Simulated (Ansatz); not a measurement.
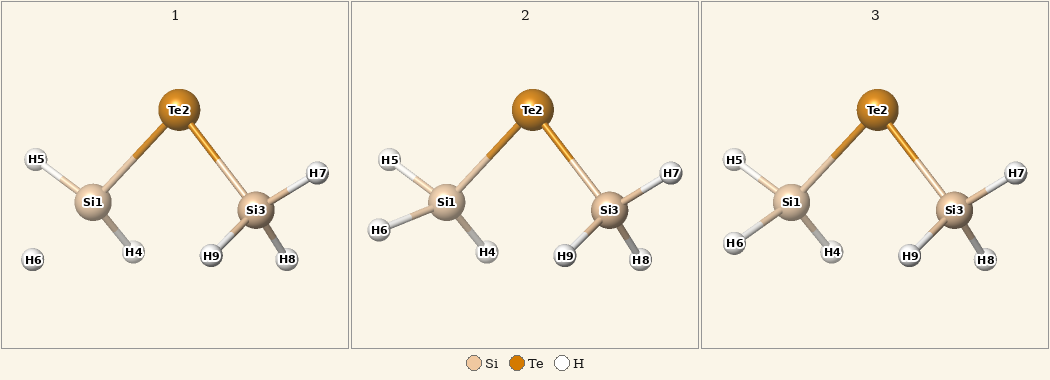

H₆Si₂Te, SMILES [SiH3][Te][SiH3]. First axis: bond length Si1–H6. Second axis: angle H6–Si1–H5. Nothing is relaxed (all other coordinates rigid). Grid: 11 × 11 points. Points are written as (first, second). Energies: kJ/mol, counted from the relaxed molecule at the same level. The reference is spin-restricted, which grows unreliable where a bond is stretched far. Level of theory: Ansatz, RKS PBE0-D4/def2-SVP.

The numbered pictures are structures from this grid.

Question: Rank them by energy, lowest first.

Answer: 3, at (1.631 Å, 95.9°): 25 kJ/mol; 2, at (1.529 Å, 81.9°): 49 kJ/mol; 1, at (2.037 Å, 102.9°): 125 kJ/mol.

The map, with the structures marked:

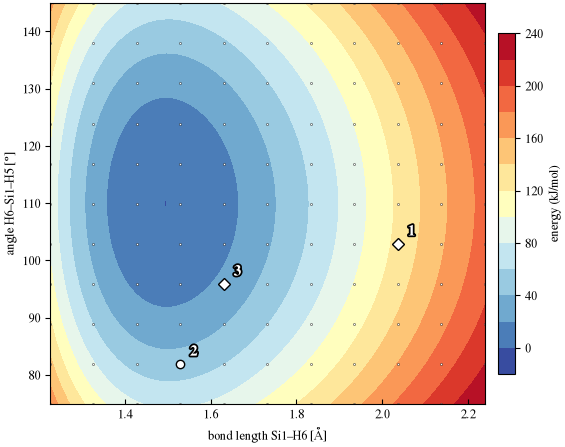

The picture shows filled contours, dots at the grid points. Between grid points the surface is interpolated.
